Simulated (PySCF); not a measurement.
**GW calculation, with input and output: CH₂AlNO**

CH₂AlNO, SMILES O=C=[N][AlH2], computed with G0W0 (BPW91)/6-31++G**, RKS (PySCF 2.14.0).

The geometry was optimised with HF/pcseg-0.

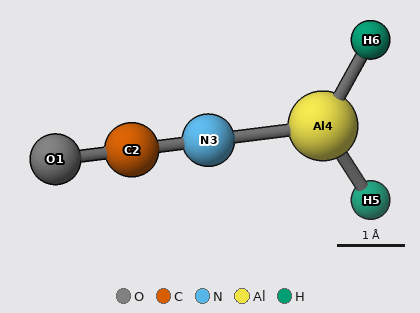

The structure as given in the input (ball-and-stick view, seen at a tilt; atoms are numbered from 1 in the order of the input). Sticks mark near contacts.

## Summary

| quantity | value |
| --- | --- |
| outcome | converged |
| total energy | −411.726235 hartree |
| basis functions | 88 |
| HOMO | −7.09 eV |
| LUMO | −2.50 eV |
| dipole moment | 2.21 D |
| hardware | 1 thread of Arm Neoverse V2, 24 GiB of memory available, shared host |
| wall time | 9.9 s |
| peak memory | 0.39 GiB |

## The input (calc.py)
```python
from pyscf import gto, dft, gw

system = gto.M(
    atom='mol.xyz',
    verbose=3,
    spin=0,
    max_memory=1860,
    basis='6-31++g**',
)

myscf = dft.RKS(system, xc='b88,pw91')
myscf = myscf.density_fit(auxbasis='def2-universal-jkfit')
myscf.kernel()

e_tot = myscf.e_tot
print(f'total energy: {e_tot:.8f} hartree')

nocc = system.nelec[0]
orbs = list(range(max(0, nocc - 4), min(system.nao, nocc + 4)))
mygw = gw.GW(myscf, freq_int='ac')
mygw.orbs = orbs
mygw.kernel()
print('orbital   mean field (eV)   quasiparticle (eV)')
for p in orbs:
    print('%4d %12.4f %12.4f' % (p + 1, myscf.mo_energy[p] * 27.211386, mygw.mo_energy[p] * 27.211386))
```

## File mol.xyz
```
6
CH2AlNO
O      1.694384    -2.131991     1.052463
C      1.017440    -1.260968     0.633077
N      0.336349    -0.384605     0.211117
Al    -0.682127     0.925879    -0.419869
H     -1.259398     0.780449    -1.867562
H     -0.951757     2.161020     0.503125
```

Launch command:
```bash
OMP_NUM_THREADS=1 python calc.py
```

## Output
```
converged SCF energy = -411.726235138839
total energy: -411.72623514 hartree

WARN: GW QP energies may not be sorted from min to max

orbital   mean field (eV)   quasiparticle (eV)
  15      -9.4856     -12.4948
  16      -8.0838     -10.9936
  17      -7.5728     -10.0945
  18      -7.0874      -9.8146
  19      -2.4969       0.1794
  20      -0.5941       1.5277
  21       0.0129       2.0782
  22       0.0602       3.6149
```

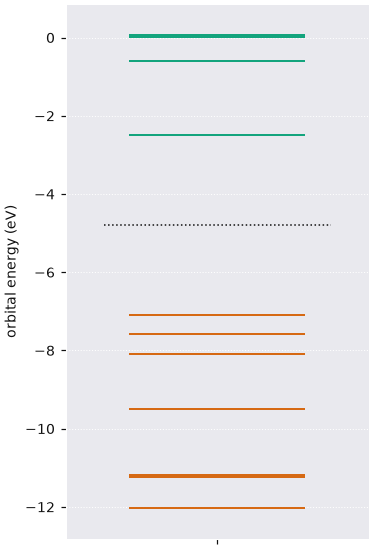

Orbital energies near the frontier; the dotted line parts filled from empty levels, and levels within 0.02 eV of each other stand side by side. Highest filled −7.09 eV, lowest empty −2.50 eV, 4.59 eV apart.
